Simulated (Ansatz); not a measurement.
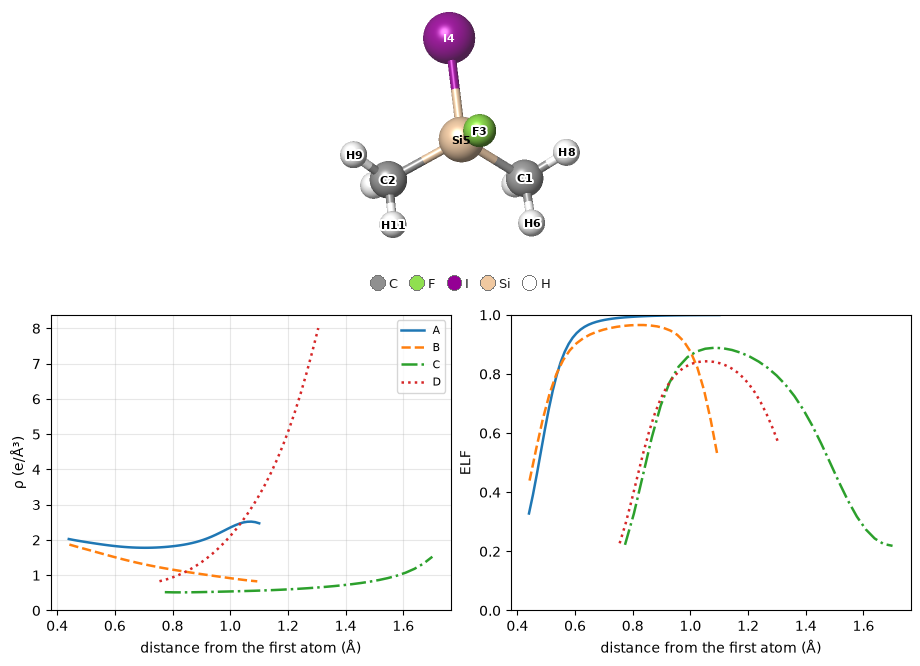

Figure 1: C2H6FISi (SMILES C[Si](C)(F)I). Electron density and electron localisation function along straight lines between neighbouring atoms. The curves leave out the atomic cores. The structure is drawn too.

Geometry: B3LYP-D3(BJ)/def2-SVP; core potentials replace the inner electrons of I.

Computed with Ansatz 0.2.0, isolated molecule in a Gaussian basis; Kohn-Sham density functional theory, functional PBE0.

```xyz
11

C    -1.8933   -0.0580   -0.5863
C     0.1205   -1.6149    1.2489
F     0.4197    1.1146    0.5532
I    -1.9584    0.7666    2.8678
Si   -0.7277   -0.0028    0.8644
H    -1.3485   -0.3651   -1.4946
H    -2.7062   -0.7779   -0.4038
H    -2.3407    0.9315   -0.7644
H     0.8066   -1.5004    2.1016
H    -0.6181   -2.3917    1.5005
H     0.7015   -1.9518    0.3742
```

> Which curve belongs to which contact (C–H, C–Si, Si–F and Si–I)? The first atom named is at distance zero.

Curve A: C–H (1.10 Å): ρ at the midpoint is about 1.9 e/Å³; the ELF climbs to about 1 towards the hydrogen, as it does in any bond to H: an ordinary covalent bond to hydrogen. Curve B: C–Si (1.86 Å): the density is about 1 e/Å³ at the midpoint; the ELF peaks at about 0.95 between the atoms: localised, covalent bonding. Curve C: Si–I (2.47 Å): ρ at the midpoint is about 0.62 e/Å³, with its minimum of 0.51 e/Å³ about 0.8 Å from Si; the ELF peaks at about 0.90 between the atoms: a shared electron pair. Curve D: Si–F (1.63 Å): ρ is about 0.99 e/Å³ halfway; the ELF peaks at about 0.85 in the valence shell of F, 0.6 Å from its nucleus, and is about 0.45 at the midpoint.
